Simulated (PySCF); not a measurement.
Vertical excitations of a molecule C4H4ClF from TDA-PBE/def2-SVPD (PySCF 2.14.0), as energy in eV (oscillator strength): 5.33 (0.640), 5.50 (0.001), 5.51 (0.000), 5.90 (0.000), 6.26 (0.369), 6.63 (0.008), 6.84 (0.000), 6.92 (0.001), 7.24 (0.081), 7.34 (0.000). Lowest triplet (TDA): 2.97 eV. Geometry: B3LYP-D3(BJ)/def2-SVP. One conformer was computed; it need not be the lowest.

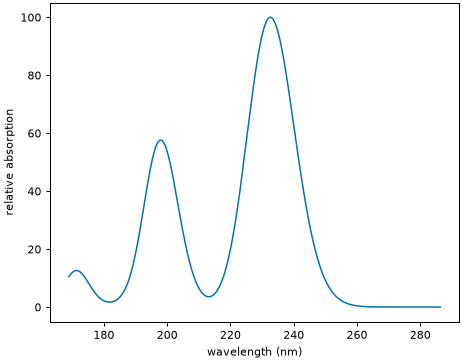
Figure: The lines broadened by 0.4 eV.

Task: Which molecule gave these data?
(A) FC1=C(Cl)CC1
(B) C=C/C(F)=C/Cl
(C) C=C/C(Cl)=C\F
(D) C=C=C[C@H](F)Cl

Result: B, C=C/C(F)=C/Cl
